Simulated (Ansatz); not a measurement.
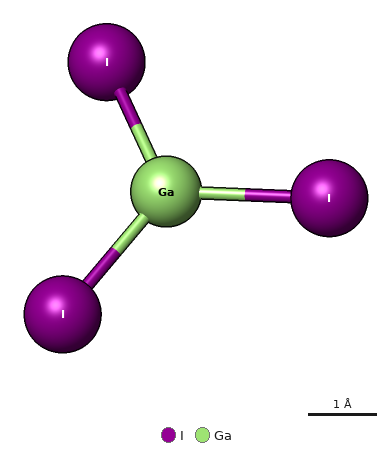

This is the input geometry for a relaxation of GaI3. A ball-and-stick model, seen at a tilt.

The start comes from PBE-D4/def2-SVP.

These are results of RKS PBE0-D4/def2-TZVP in Ansatz, not measurements.

Input
```yaml
crystal:
  periodic: [false, false, false]
  atoms:
    - {symbol: I, position_ang: [1.685671, -0.222795, 1.835018]}
    - {symbol: Ga, position_ang: [0.014159, -0.015017, -0.005332]}
    - {symbol: I, position_ang: [-1.317164, -2.003727, -0.711121]}
    - {symbol: I, position_ang: [-0.327166, 2.181340, -1.138965]}
basis:
  gaussian: {orbitals: def2-TZVP}
hamiltonian: {xc: pbe0, dispersion: d4}
relax: {f_tol: 0.005, max_steps: 150}
```

**Where does the relaxation end?**

After 2 geometry steps the energy has fallen by 1.21 kJ/mol. Largest force component: 0.27 eV/Å at the start, 0.003 eV/Å at the end. The largest moves after the best rigid fit, 0.027 Å, are those of I1, I3 and I4. Ga stays in place. Near-neighbour distances that change, for instance: Ga2–I3 2.495 → 2.468 Å, I1–Ga2 2.495 → 2.468 Å.

The structure at the end:

```xyz
4

I     1.6682   -0.2204    1.8155
Ga    0.0139   -0.0151   -0.0051
I    -1.3031   -1.9824   -0.7039
I    -0.3235    2.1577   -1.1269
```
